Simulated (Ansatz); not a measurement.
AlH2N2 (charge +1)

```xyz
5

Al    1.9106    1.3394   -1.4108
N     0.3354   -0.4510   -1.2178
N     0.6360   -0.1635   -0.0532
H    -0.3492   -1.2191   -1.3548
H     0.1818   -0.7113    0.7024
```

Geometry: B3LYP/6-31G*.

Theory: isolated molecule in a Gaussian basis; Kohn-Sham density functional theory, functional PBE0 in Ansatz 0.2.0.

Question: Predict the electron density and electron localisation function between the atoms.

Answer: N–N (1.24 Å): the density is about 3.3 e/Å³ at the midpoint; the ELF peaks at about 0.85 between the atoms: localised, covalent bonding.
Al–N (2.39 Å): the density is about 0.22 e/Å³ at the midpoint, with its minimum of 0.19 e/Å³ about 1.0 Å from Al; the ELF is about 0.20 at the midpoint.
N–H (1.04 Å): ρ is about 2.9 e/Å³ halfway; the ELF climbs to about 1 towards the hydrogen, as it does in any bond to H: a covalent bond by its length.

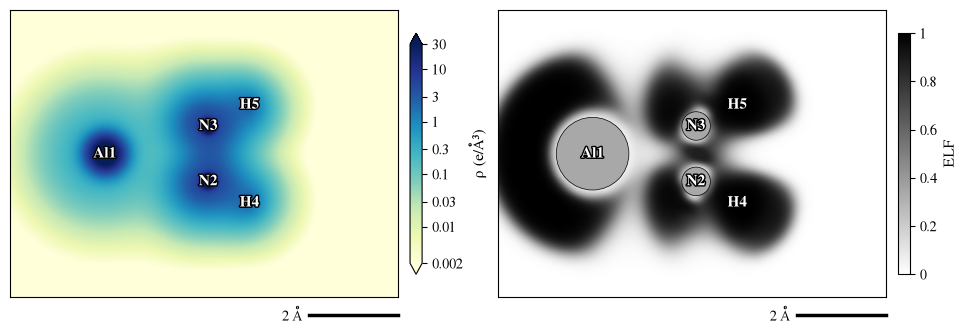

Computed electron density and electron localisation function on the molecular plane, in this order. Grey discs cover the atomic cores in the ELF map. 
